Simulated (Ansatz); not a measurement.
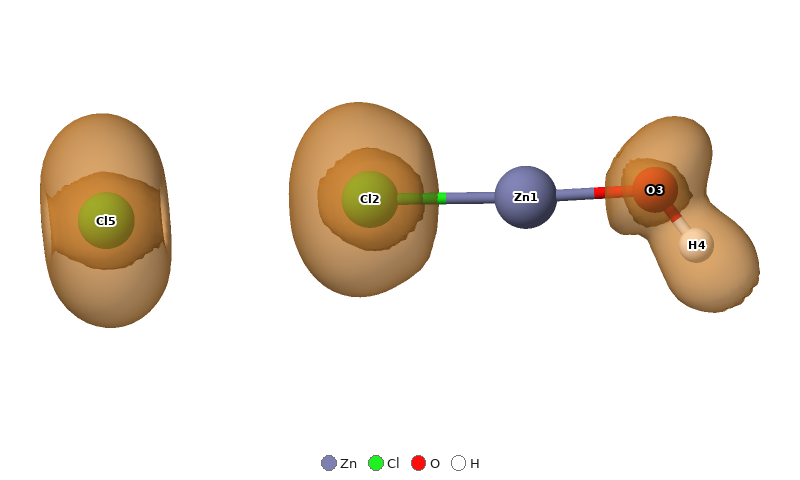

ClHOZn···Cl (doublet). Isosurface of the electron localisation function at 0.75 (orange), seen across its widest extent. Core shells and regions of very low density are left out.

These are results of Ansatz, UHF/def2-SVP, not measurements.

Input file:

```
crystal:
  periodic: [false, false, false]
  atoms:
    - { symbol: Zn, position_ang: [0.001263, -0.00455, -0.288614] }
    - { symbol: Cl, position_ang: [-0.012921, 0.046539, 3.150736] }
    - { symbol: O, position_ang: [0.027396, -0.098678, -2.08999] }
    - { symbol: H, position_ang: [0.246017, -0.886125, -2.559212] }
    - { symbol: Cl, position_ang: [-0.007056, 0.025415, 5.18998] }
magnetization:
  spin_polarized: true
  initial_magnetization: 1
basis:
  gaussian: { orbitals: def2-SVP }
hamiltonian:
  xc: hf
relax:
  f_tol: 0.03
  max_steps: 50
output:
  orbitals: {}
```

Launched as:

```sh
ansatz run input.yaml --threads 2 --pin off --max-ram 3072MiB --backend cpu --events-out ev --progress --plain --runs-dir out
```

The fields are those of the run's last geometry, not of the input's.

> Identify the bonds, lone pairs and shells in this picture.

At this value the surface marks out two regions wrapped around Cl (the valence shell of each) and one joined region spread over several atoms (H, O), in which their bonds and any lone pairs are merged. Profiles from the grid: Cl2···Cl5 (3.63 Å): the ELF dips to about 0 between them: a weak contact between the two molecules. Zn–O (1.77 Å): the ELF peaks at about 0.80 in the valence shell of O, 0.6 Å from its nucleus, and is about 0.15 at the midpoint.
